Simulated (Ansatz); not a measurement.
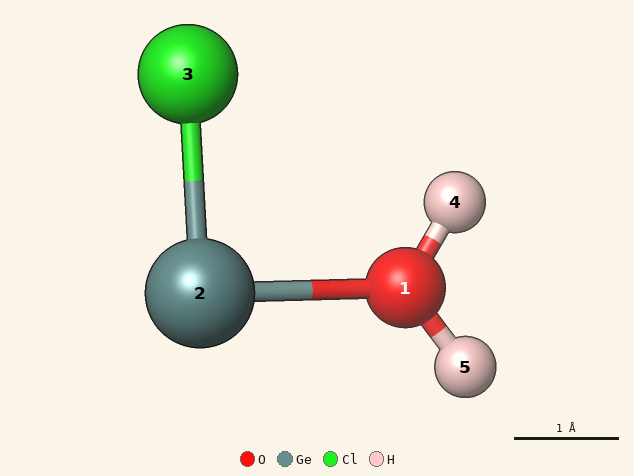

Orthographic view. Depth is shown by fading: the farther an atom, the more it takes the colour of the background. State: charge +1, singlet. The computed structure is the end point of a PBE0-D4/def2-TZVP optimisation. No frequency run is at hand to confirm it as a minimum.

Write a Z-matrix (Å, degrees) in the order of the atom numbers, with these reference atoms: 2 to 1; 3 to 2, 1; 4 to 1, 2, 3; 5 to 1, 4, 2.

```
O  
Ge   1   2.076
Cl   2   2.109   1    91.0
H    1   0.969   2   123.4   3     0.0
H    1   0.968   4   110.2   2   180.0
```
